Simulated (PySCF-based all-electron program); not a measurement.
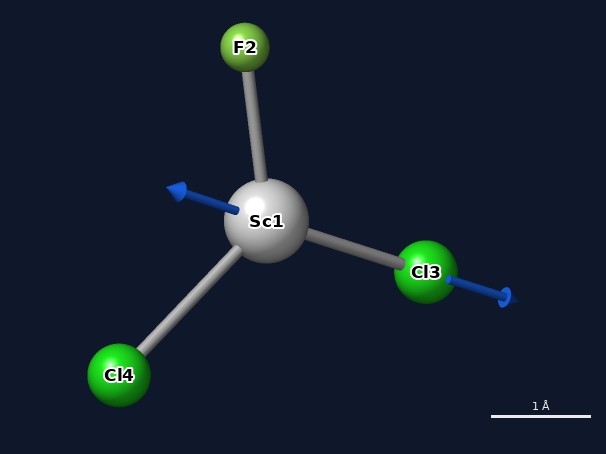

Arrows show the forces on the atoms, 0.2 Å of arrow for 1 eV/Å; forces under a tenth of the largest aren't drawn. Charge 0, singlet. Level of theory: PBE, all-electron, scalar-relativistic (Koelling-Harmon), large uncontracted Gaussian sets (PySCF-based all-electron program).

Q: Which bond do the forces act along most?

A: Sc1–Cl3, now 2.070 Å: the forces push its atoms apart, so a first step downhill lengthens it.

List the force components in the frame of the picture (x right, y up, z towards the viewer), in eV/Å.

```
atom     Fx     Fy     Fz
 Sc1  −3.59   1.21   2.63
  F2   0.07   0.06  −0.04
 Cl3   3.57  −1.14  −2.60
 Cl4  −0.05  −0.13   0.01
```
